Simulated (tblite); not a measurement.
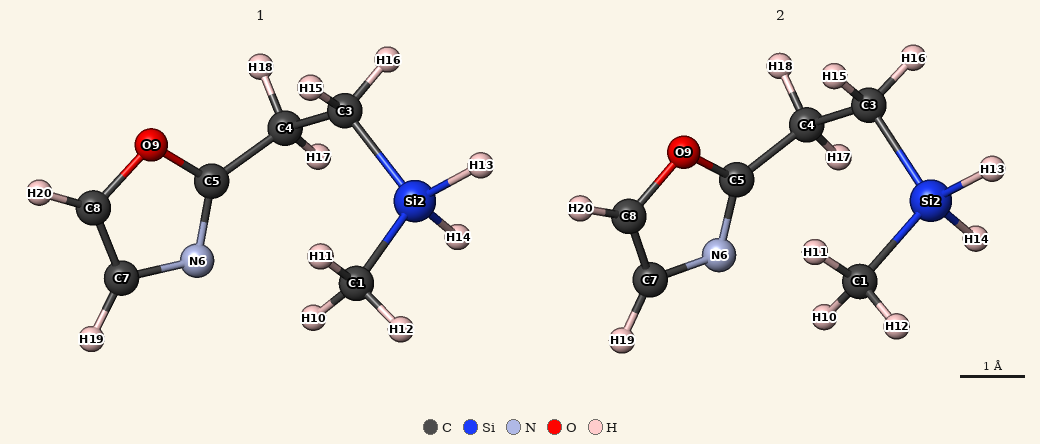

Two geometries of C$_{6}$H$_{11}$NOSi, drawn at one scale. One is the start of a relaxation, the other its converged end. A ball-and-stick model, seen at a tilt.

Method: GFN2-xTB geometry optimisation, gas phase (tblite 0.8.0). 

> Which of the two is the end point?

Structure 2 is the relaxed one. The largest move after the best rigid fit is that of H20, 0.53 Å. Largest moves by element: H 0.53 Å, C 0.35 Å, O 0.31 Å, N 0.11 Å, Si 0.06 Å. Near-neighbour distances that change, for instance: C1–Si2 1.846 → 1.896 Å, C5–N6 1.321 → 1.296 Å, C7–C8 1.377 → 1.356 Å, Si2–H13 1.490 → 1.471 Å. Among the angles between lasting bonds that change: Si2–C3–H16 105.9° → 108.9°, C4–C3–H15 111.4° → 108.6°, C8–C7–H19 127.5° → 130.0°. Over 102 geometry steps the energy falls by 3.65 kcal/mol.
